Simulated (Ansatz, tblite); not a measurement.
# The cluster B3H2: a ladder of methods and basis sets, part 2 of 2

How do method and basis change the picture of the cluster B3H2 (doublet)?

Ansatz 0.2.0, Gaussian basis; as each input shows.

### Step 17. PBE-D4/def2-TZVPD

Contents of in.yaml:

```yaml
crystal:
  periodic: [false, false, false]
  atoms:
    - {symbol: B, position_ang: [-0.804135, -1.007635, 0.058923]}
    - {symbol: B, position_ang: [0.687280, -0.670406, 0.177610]}
    - {symbol: B, position_ang: [-0.816001, 0.509023, -0.168457]}
    - {symbol: H, position_ang: [-0.919411, 1.671814, -0.352792]}
    - {symbol: H, position_ang: [1.852267, -0.502807, 0.284726]}
basis:
  gaussian: {orbitals: def2-TZVPD, initial_orbitals: start.molden}
magnetization: {spin_polarized: true, initial_magnetization: 1}
hamiltonian: {xc: pbe, dispersion: d4}
scf: {omitted_lower_state_checks: [starts]}
output: {orbitals: {seedname: orbitals}}
```

Command:

```
> ansatz run in.yaml --threads 4 --pin off --events-out ev --progress --plain --max-ram 3916MiB
```

What it wrote:

```text
Functional definition: PBE
  name "PBE"
  cite "Perdew, Burke & Ernzerhof, Phys. Rev. Lett. 77, 3865 (1996) doi:10.1103/PhysRevLett.77.3865"
  parent pbe
  parameter kappa = 0.804
  parameter beta = 0.06672455060314922
  exchange = pbe_x(kappa = kappa, mu = beta*pi^2/3)
  correlation = pbe_c(beta = beta)
these checks for a lower state are left out or cut short: starts
597 factors; their error is unknown
mean field evaluation 1: about -2053.4536 eV, gradient 4.0e0 eV
mean field evaluation 2: about -2053.4985 eV, gradient 4.9e-2 eV
mean field evaluation 4: about -2053.4841 eV, gradient 2.9e-4 eV
mean field evaluation 8: about -2053.4841 eV, gradient 9.5e-6 eV
mean field -2053.48406611 eV, -75.4641475282 hartree, gradient 6.6e-6 eV, S^2 0.753044; 0 other end points of the search recorded, 0 dependent functions left out
reference -2053.48410842 eV, -75.4641490828 hartree; 9, 8 occupied and 120, 121 virtual orbitals, 597 factors
Total energy: -2053.54998143 eV, -75.4665698715 hartree
Checks for a lower state left out: starts
```

It took 1.9 s on 4 threads of Arm Neoverse N1, shared host.

HOMO -6.34 eV, LUMO -5.64 eV (over both spins); ⟨S²⟩ 0.753 (pure: 0.75).

### Step 18. r2SCAN-D4/def2-TZVPD

Edit in.yaml of step 17 so:

```diff
@@ -11,3 +11,3 @@
 magnetization: {spin_polarized: true, initial_magnetization: 1}
-hamiltonian: {xc: pbe, dispersion: d4}
+hamiltonian: {xc: r2scan, dispersion: d4}
 scf: {omitted_lower_state_checks: [starts]}
```

The command is unchanged.

What it wrote:

```text
Functional definition: r2SCAN
  name "r2SCAN"
  cite "Furness, Kaplan, Ning, Perdew & Sun, J. Phys. Chem. Lett. 11, 8208 (2020) doi:10.1021/acs.jpclett.0c02405"
  cite "Furness, Kaplan, Ning, Perdew & Sun, J. Phys. Chem. Lett. 11, 9248 (2020) doi:10.1021/acs.jpclett.0c03077"
  parent r2scan
  parameter k0 = 0.174
  parameter k1 = 0.065
  parameter a1 = 4.9479
  exchange = r2scan_x(k0 = k0, k1 = k1, a1 = a1)
  correlation = r2scan_c
these checks for a lower state are left out or cut short: starts
597 factors; their error is unknown
mean field evaluation 1: about -2055.5501 eV, gradient 2.8e0 eV
mean field evaluation 2: about -2055.5757 eV, gradient 3.0e-2 eV
mean field evaluation 4: about -2055.5647 eV, gradient 7.4e-4 eV
mean field evaluation 8: about -2055.5647 eV, gradient 6.2e-5 eV
mean field -2055.56466146 eV, -75.5406079968 hartree, gradient 1.1e-5 eV, S^2 0.760394; 0 other end points of the search recorded, 0 dependent functions left out
reference -2055.56467880 eV, -75.5406086341 hartree; 9, 8 occupied and 120, 121 virtual orbitals, 597 factors
Total energy: -2055.57894692 eV, -75.5411329780 hartree
Checks for a lower state left out: starts
```

It took 5.5 s on 4 threads of Arm Neoverse N1, shared host.

Report: HOMO -6.49 eV, LUMO -5.22 eV (over both spins); ⟨S²⟩ 0.760 (pure: 0.75).

### Step 19. CCSD(T)/def2-TZVPP

Edit in.yaml of step 18 so:

```diff
@@ -9,6 +9,6 @@
 basis:
-  gaussian: {orbitals: def2-TZVPD, initial_orbitals: start.molden}
+  gaussian: {orbitals: def2-TZVPP, initial_orbitals: start.molden}
 magnetization: {spin_polarized: true, initial_magnetization: 1}
-hamiltonian: {xc: r2scan, dispersion: d4}
-scf: {omitted_lower_state_checks: [starts]}
+correlation: {method: ccsd_t}
+scf: {omitted_lower_state_checks: [starts, cluster_reference]}
 output: {orbitals: {seedname: orbitals}}
```

Same command.

What it wrote (excerpt; [...] marks lines left out):

```text
Functional definition: HF
  name "HF"
  cite "Fock, Z. Phys. 61, 126 (1930) doi:10.1007/BF01340294"
  parent pbe
[...]
726 factors; integrals over basis functions are off by at most 1.5e-3 eV
[...]
mean field -2042.74423321 eV, -75.0694659487 hartree, gradient 2.7e-6 eV, S^2 1.087984; 0 other end points of the search recorded, 0 dependent functions left out
3 core orbitals not correlated: weight in the atoms' cores, before any rotation towards them, 1.000 or more for the frozen orbitals, at most 0.000 for the correlated occupied ones
reference -2042.74423321 eV, -75.0694659487 hartree; 6, 5 occupied and 112, 113 virtual orbitals, 726 factors
second order -6.80692922 eV of doubles, -0.00000000 eV of singles
cycle   1  -7.41856365 eV  change   -6.1e-1 eV  update   9.1e-2
[...]
cycle  13  -7.98485004 eV  change    8.2e-6 eV  update   4.1e-6
perturbative correction -0.44575510 eV, -0.0163811979 hartree
Total energy: -2051.17483835 eV, -75.3792849731 hartree
Checks for a lower state left out: starts, cluster_reference
```

Run time: 10 s. Hardware: 4 threads of Arm Neoverse N1, shared host; peak memory 1.1 GiB.

From the report: Hartree-Fock HOMO -9.34 eV, LUMO -0.35 eV (over both spins); ⟨S²⟩ 1.088 (pure: 0.75); T1 0.065. Doubts: large T1 diagnostic, spin contamination.

### Step 20. MP2/def2-TZVP

Edit in.yaml of step 19 so:

```diff
@@ -9,6 +9,6 @@
 basis:
-  gaussian: {orbitals: def2-TZVPP, initial_orbitals: start.molden}
+  gaussian: {orbitals: def2-TZVP, initial_orbitals: start.molden}
 magnetization: {spin_polarized: true, initial_magnetization: 1}
-correlation: {method: ccsd_t}
-scf: {omitted_lower_state_checks: [starts, cluster_reference]}
+correlation: {method: mp2}
+scf: {omitted_lower_state_checks: [starts]}
 output: {orbitals: {seedname: orbitals}}
```

Same command.

What it wrote:

```text
Functional definition: HF
  name "HF"
  cite "Fock, Z. Phys. 61, 126 (1930) doi:10.1007/BF01340294"
  parent pbe
  exchange = exact_x
  correlation = 0
these checks for a lower state are left out or cut short: starts
684 factors; integrals over basis functions are off by at most 1.0e-3 eV
mean field evaluation 1: about -2042.3370 eV, gradient 9.9e0 eV
mean field evaluation 2: about -2042.6599 eV, gradient 5.0e-1 eV
mean field evaluation 4: about -2042.7190 eV, gradient 3.6e-1 eV
mean field evaluation 8: about -2042.7356 eV, gradient 2.3e-4 eV
mean field -2042.73559584 eV, -75.0691485310 hartree, gradient 3.2e-6 eV, S^2 1.087817; 0 other end points of the search recorded, 0 dependent functions left out
3 core orbitals not correlated: weight in the atoms' cores, before any rotation towards them, 1.000 or more for the frozen orbitals, at most 0.000 for the correlated occupied ones
reference -2042.73559584 eV, -75.0691485310 hartree; 6, 5 occupied and 96, 97 virtual orbitals, 684 factors
second order -6.68756477 eV of doubles, -0.00000000 eV of singles
Total energy: -2049.42316061 eV, -75.3149120035 hartree
Checks for a lower state left out: starts
```

Wall time 0.65 s (4 threads of Arm Neoverse N1, shared host).

Hartree-Fock HOMO -9.34 eV, LUMO -0.35 eV (over both spins); ⟨S²⟩ 1.088 (pure: 0.75). Doubts: spin contamination.

### Step 21. RPA/def2-TZVP

Edit in.yaml of step 20 so:

```diff
@@ -11,4 +11,4 @@
 magnetization: {spin_polarized: true, initial_magnetization: 1}
-correlation: {method: mp2}
+hamiltonian: {xc: pbe}
+correlation: {method: rpa}
 scf: {omitted_lower_state_checks: [starts]}
-output: {orbitals: {seedname: orbitals}}
```

Same command.

What it wrote:

```text
Functional definition: PBE
  name "PBE"
  cite "Perdew, Burke & Ernzerhof, Phys. Rev. Lett. 77, 3865 (1996) doi:10.1103/PhysRevLett.77.3865"
  parent pbe
  parameter kappa = 0.804
  parameter beta = 0.06672455060314922
  exchange = pbe_x(kappa = kappa, mu = beta*pi^2/3)
  correlation = pbe_c(beta = beta)
these checks for a lower state are left out or cut short: starts
684 factors; integrals over basis functions are off by at most 1.0e-3 eV
mean field evaluation 1: about -2053.4428 eV, gradient 3.6e0 eV
mean field evaluation 2: about -2053.4814 eV, gradient 4.1e-2 eV
mean field evaluation 4: about -2053.4775 eV, gradient 1.5e-4 eV
mean field -2053.47749330 eV, -75.4639059819 hartree, gradient 2.0e-6 eV, S^2 0.753024; 0 other end points of the search recorded, 0 dependent functions left out
3 core orbitals not correlated: weight in the atoms' cores, before any rotation towards them, 1.000 or more for the frozen orbitals, at most 0.000 for the correlated occupied ones
reference -2042.08554588 eV, -75.0452596359 hartree; 6, 5 occupied and 96, 97 virtual orbitals, 684 factors
Total energy: -2055.60984736 eV, -75.5422685480 hartree
Checks for a lower state left out: starts
```

It took 1.5 s on 4 threads of Arm Neoverse N1, shared host.

Report: ⟨S²⟩ 0.753 (pure: 0.75).

### Step 22. CCSD(T)/def2-TZVPD

Edit in.yaml of step 21 so:

```diff
@@ -9,6 +9,6 @@
 basis:
-  gaussian: {orbitals: def2-TZVP, initial_orbitals: start.molden}
+  gaussian: {orbitals: def2-TZVPD, initial_orbitals: start.molden}
 magnetization: {spin_polarized: true, initial_magnetization: 1}
-hamiltonian: {xc: pbe}
-correlation: {method: rpa}
-scf: {omitted_lower_state_checks: [starts]}
+correlation: {method: ccsd_t}
+scf: {omitted_lower_state_checks: [starts, cluster_reference]}
+output: {orbitals: {seedname: orbitals}}
```

Launched as before.

What it wrote (excerpt; [...] marks lines left out):

```text
Functional definition: HF
  name "HF"
  cite "Fock, Z. Phys. 61, 126 (1930) doi:10.1007/BF01340294"
  parent pbe
[...]
839 factors; integrals over basis functions are off by at most 9.6e-4 eV
[...]
mean field -2042.73870552 eV, -75.0692628099 hartree, gradient 8.4e-6 eV, S^2 1.087923; 0 other end points of the search recorded, 0 dependent functions left out
3 core orbitals not correlated: weight in the atoms' cores, before any rotation towards them, 1.000 or more for the frozen orbitals, at most 0.000 for the correlated occupied ones
reference -2042.73870552 eV, -75.0692628099 hartree; 6, 5 occupied and 120, 121 virtual orbitals, 839 factors
second order -6.71106314 eV of doubles, -0.00000000 eV of singles
cycle   1  -7.34085791 eV  change   -6.3e-1 eV  update   9.1e-2
[...]
cycle  13  -7.91072887 eV  change    9.0e-6 eV  update   4.8e-6
perturbative correction -0.44457593 eV, -0.0163378642 hartree
Total energy: -2051.09401032 eV, -75.3763145978 hartree
Checks for a lower state left out: starts, cluster_reference
```

Wall time 14 s (4 threads of Arm Neoverse N1, shared host); peak memory 1.4 GiB.

Report: Hartree-Fock HOMO -9.34 eV, LUMO -0.37 eV (over both spins); ⟨S²⟩ 1.088 (pure: 0.75); T1 0.065. Doubts: large T1 diagnostic, spin contamination.

### Step 23. Levels side by side

```
               level  functions  HOMO (eV)  LUMO (eV)  gap (eV)   ⟨S²⟩   time
           HF/STO-3G         17      -6.99       3.50     10.49  1.220  0.1 s
            HF/6-31G         31      -9.07      -0.16      8.91  1.132  0.2 s
     PBE-D4/def2-SVP         52      -6.30      -5.65      0.64  0.752  0.7 s
    PBE-D4/def2-TZVP        105      -6.34      -5.64      0.70  0.753  1.2 s
   PBE-D4/def2-TZVPD        129      -6.34      -5.64      0.70  0.753  1.9 s
   BLYP-D4/def2-TZVP        105      -6.17      -5.53      0.64  0.752  1.4 s
 r2SCAN-D4/def2-TZVP        105      -6.49      -5.22      1.27  0.760  2.9 s
r2SCAN-D4/def2-TZVPD        129      -6.49      -5.22      1.27  0.760  5.5 s
      B3LYP-D4/6-31G         31      -6.79      -4.64      2.15  0.752  0.6 s
    PBE0-D4/def2-SVP         52      -7.27      -4.56      2.71  0.753  0.9 s
   PBE0-D4/def2-TZVP        105      -7.28      -4.51      2.77  0.754  3.4 s
  PBE0-D4/def2-TZVPD        129      -7.28      -4.51      2.77  0.754  3.3 s
  HSE06-D4/def2-TZVP        105      -6.88      -4.90      1.98  0.754  1.4 s
  BHLYP-D4/def2-TZVP        105      -8.06      -3.38      4.67  0.754  2.4 s
   LC-ωPBE/def2-TZVP        105      -9.78      -1.97      7.82  0.759  2.6 s
```

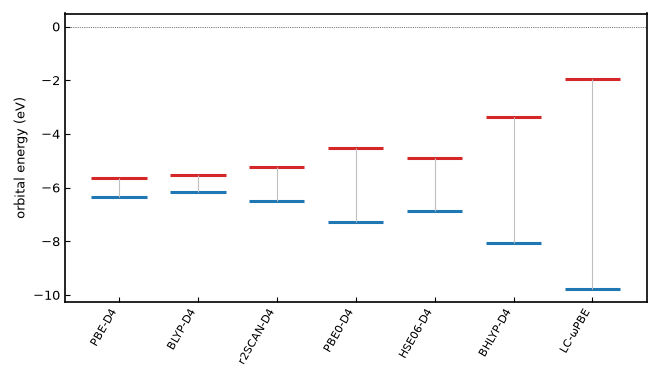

Highest filled (blue) and lowest empty (red) level in def2-TZVP, over both spins.

The pieces so far (eV):

```
     basis          HF  MP2 correlation  CCSD correlation      (T)             total
def2-TZVPP  -2042.7442          -6.8069           -7.9849  -0.4458        -2051.1748
 def2-TZVP  -2042.7356          -6.6876                             -2049.4232 (MP2)
def2-TZVPD  -2042.7387          -6.7111           -7.9107  -0.4446        -2051.0940
```

### Step 24. Binding energy

Free atoms were run apart at each level; binding is atoms less cluster, divided by the number of atoms, without zero-point or spin-orbit terms.

```
               level  binding an atom (eV)
          HF/STO-3G†                 3.627
           HF/6-31G†                 2.467
       HF/def2-TZVP†                 2.572
      HF/def2-TZVPD†                 2.571
      HF/def2-TZVPP†                 2.573
     PBE-D4/def2-SVP                 3.487
    PBE-D4/def2-TZVP                 3.466
   PBE-D4/def2-TZVPD                 3.466
   BLYP-D4/def2-TZVP                 3.344
 r2SCAN-D4/def2-TZVP                 3.433
r2SCAN-D4/def2-TZVPD                 3.433
      B3LYP-D4/6-31G                 3.296
    PBE0-D4/def2-SVP                 3.438
   PBE0-D4/def2-TZVP                 3.405
  PBE0-D4/def2-TZVPD                 3.406
  HSE06-D4/def2-TZVP                 3.408
  BHLYP-D4/def2-TZVP                 3.256
   LC-ωPBE/def2-TZVP                 3.343
      MP2/def2-TZVP†                 3.199
     MP2/def2-TZVPD†                 3.202
    CCSD/def2-TZVPD†                 3.103
    CCSD/def2-TZVPP†                 3.121
 CCSD(T)/def2-TZVPD†                 3.171
 CCSD(T)/def2-TZVPP†                 3.189
```

† marks a level with a doubtful state (flagged, unstable or spin-contaminated).

### Step 25. What came out

What follows sums up all 2 parts.

```
                                                  quantity                                 value
 gap in def2-TZVP, named functionals, smallest and largest  0.64 eV (BLYP-D4), 7.82 eV (LC-ωPBE)
                    correlation energy, CCSD(T)/def2-TZVPP                              -8.43 eV
                         correlation energy, MP2/def2-TZVP                              -6.69 eV
                    correlation energy, CCSD(T)/def2-TZVPD                              -8.36 eV
                 binding an atom, functionals in def2-TZVP   3.26 (BHLYP-D4) to 3.47 eV (PBE-D4)
⟨S²⟩ in def2-TZVP, named functionals, smallest and largest                          0.752, 0.760
           PBE0 total energy, smallest basis above largest        2.25 eV (def2-SVP, def2-TZVPD)
```

**Reading.** Orbital gaps of the named functionals in def2-TZVP span 0.64 eV (BLYP-D4) to 7.82 eV (LC-ωPBE); exact exchange widens it. Over the named functionals in def2-TZVP spin contamination reaches 0.01 (r2SCAN-D4), which is small. Notes on CCSD(T)/def2-TZVPP: large T1 diagnostic, spin contamination.

The slowest run with a step of its own, CCSD(T)/def2-TZVPD, took 14 s; the quickest functional in def2-TZVP took 1.2 s (shared host).
